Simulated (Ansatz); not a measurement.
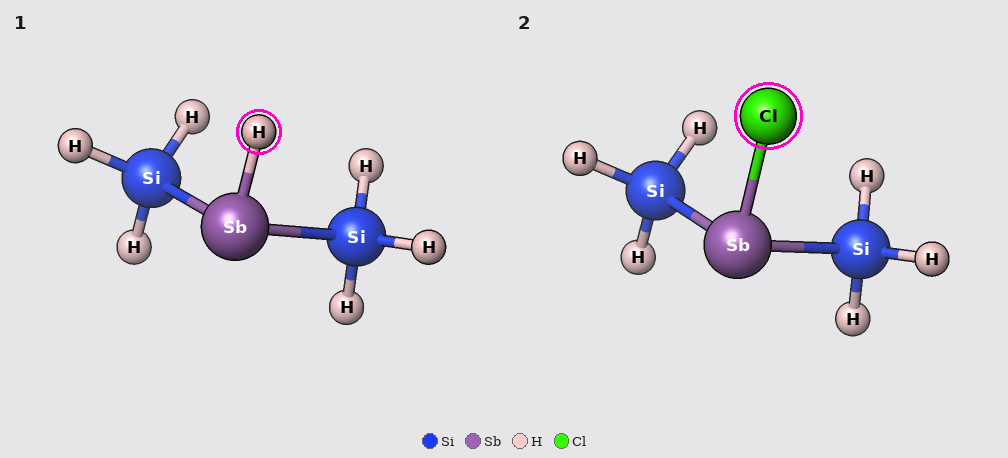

2 molecules with one skeleton, seen from the same side and at one scale; the atom that differs is circled. Each species is neutral and a spin singlet. Computed geometries: PBE0-D4/def2-TZVP optimisations, one conformation each. Properties computed with Ansatz 0.2.0. Elements past Kr carry core potentials.

One atom differs, called X below: H in panel 1, Cl in panel 2. Their formulas are H7SbSi2 (`[SiH3][SbH][SiH3]`), ClH6SbSi2 (`[SiH3][Sb]([SiH3])[Cl]`).

In which is the harmonic X–Sb stretching wavenumber higher (PBE0-D4/def2-TZVP)?

Answer. In panel 1 (X = H).

In which is the length of X–Sb larger (PBE0-D4/def2-TZVP)?

Answer. In panel 2 (X = Cl).

Give the values. With PBE0-D4/def2-TZVP: length of X–Sb (Å), mean angle Si–Sb–X (°), harmonic X–Sb stretching wavenumber (cm⁻¹). With CAM-B3LYP-D4/def2-TZVPP: HOMO energy (Kohn–Sham orbital) (eV), HOMO–LUMO gap (eV).

| quantity | 1 (H) | 2 (Cl) | 2 − 1 |
| --- | --- | --- | --- |
| length of X–Sb (Å) | 1.710 | 2.379 | +0.669 |
| mean angle Si–Sb–X (°) | 91.3 | 92.9 | +1.6 |
| HOMO energy (Kohn–Sham orbital) (eV) | −8.31 | −8.32 | −0.01 |
| HOMO–LUMO gap (eV) | 8.65 | 7.42 | −1.23 |
| harmonic X–Sb stretching wavenumber (cm⁻¹) | 1953 | 350 | −1603 |
